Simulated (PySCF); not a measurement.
SMILES [SiH2]([SiH2]C(=O)O)[GeH3] at its GFN2-xTB optimised geometry (Å):

```
14

O      0.9931    -1.3020     0.0004
C      1.6278    -0.2686     0.0000
O      2.9566    -0.2686     0.0000
Si     0.8400     1.4842     0.0000
Si    -1.3974     0.9841    -0.3420
Ge    -1.8194    -1.3010    -0.0551
H      3.3137    -1.1758     0.0052
H      1.2429     2.0350     1.2994
H      1.6117     2.2142    -1.0098
H     -1.8122     1.4128    -1.6878
H     -2.2348     1.7788     0.5700
H     -1.3293    -2.2142    -1.1294
H     -3.3137    -1.5653    -0.0554
H     -1.3872    -1.8929     1.2462
```

Calculation: PBE0/def2-TZVP (PySCF).

Map of the deformation density (molecule minus spherical neutral atoms) (e/bohr³) on the plane z = 0.8 Å:

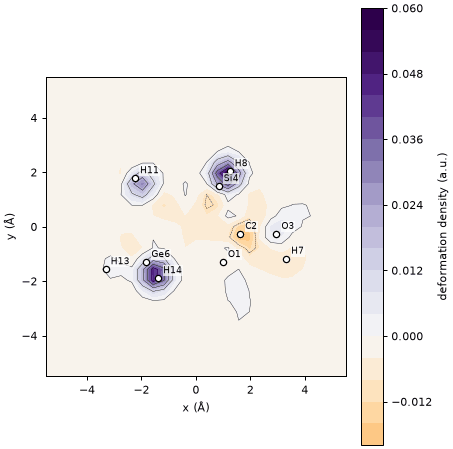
*Deformation density (molecule minus spherical neutral atoms) (e/bohr³) on the plane z = 0.8 Å.*
